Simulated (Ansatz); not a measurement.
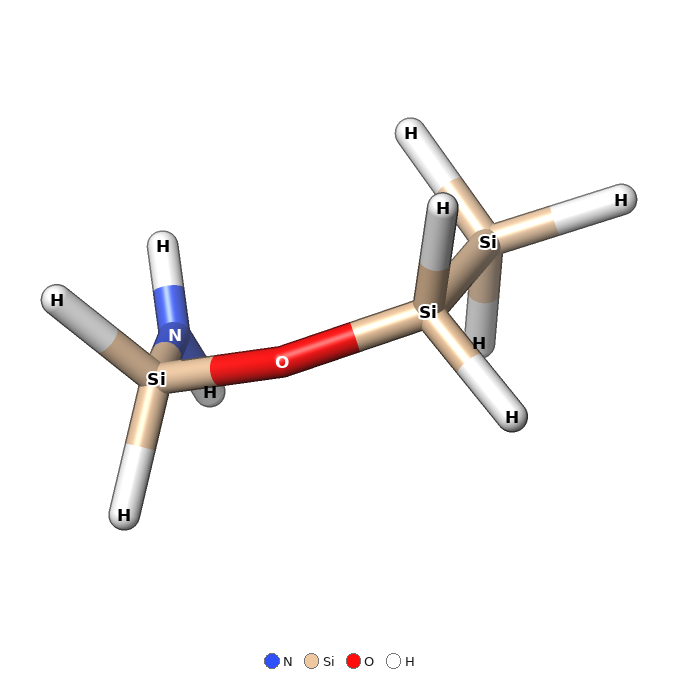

The geometry was computed by an optimisation with PBE0-D4/def2-TZVP. No frequency run is at hand to confirm it as a minimum. Program: Ansatz 0.2.0.

At this fixed geometry, give HOMO energy (eV), HOMO–LUMO gap (eV) at these levels: B3LYP-D4/def2-TZVPP; PBE-D4/def2-TZVPP; PBE0-D4/def2-TZVPP; r2SCAN-D4/def2-TZVPP; ωB97M-V/def2-TZVPP; ωB97X-V/def2-TZVPP.

```
               level  HOMO energy (eV)  HOMO–LUMO gap (eV)
 B3LYP-D4/def2-TZVPP             −7.60                7.32
   PBE-D4/def2-TZVPP             −6.44                5.46
  PBE0-D4/def2-TZVPP             −7.83                7.71
r2SCAN-D4/def2-TZVPP             −6.74                6.06
  ωB97M-V/def2-TZVPP             −9.97               11.59
  ωB97X-V/def2-TZVPP            −10.18               12.11
```
